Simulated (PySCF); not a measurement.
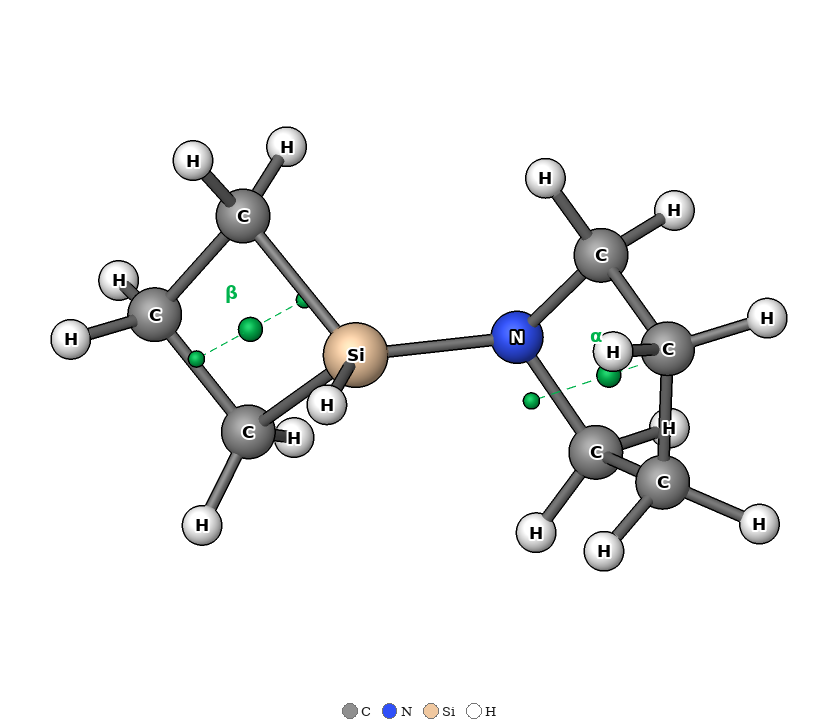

The small points mark where nucleus-independent chemical shifts (NICS) were computed: at the centre of each lettered ring and 1 Å above and below it. The geometry was computed by an optimisation with GFN2-xTB. No frequency run is at hand to confirm it as a minimum. Method: GIAO PBE0/pcSseg-1 NMR shielding, non-relativistic, gas phase (PySCF 2.14.0).

Give NICS(0), NICS(1) and the out-of-plane component NICS(1)zz for each ring (means of the two sides).

```csv
ring,members,NICS(0),NICS(1),NICS(1)zz
α,C4N,−6.4,−4.2,−7.2
β,C3Si,0.2,−1.0,4.5
```

Values in ppm.

The geometry is semi-empirical. Around Si such bond lengths and angles can be off by a tenth of an ångström or more and by several degrees, and values that hang on the shape move with them.
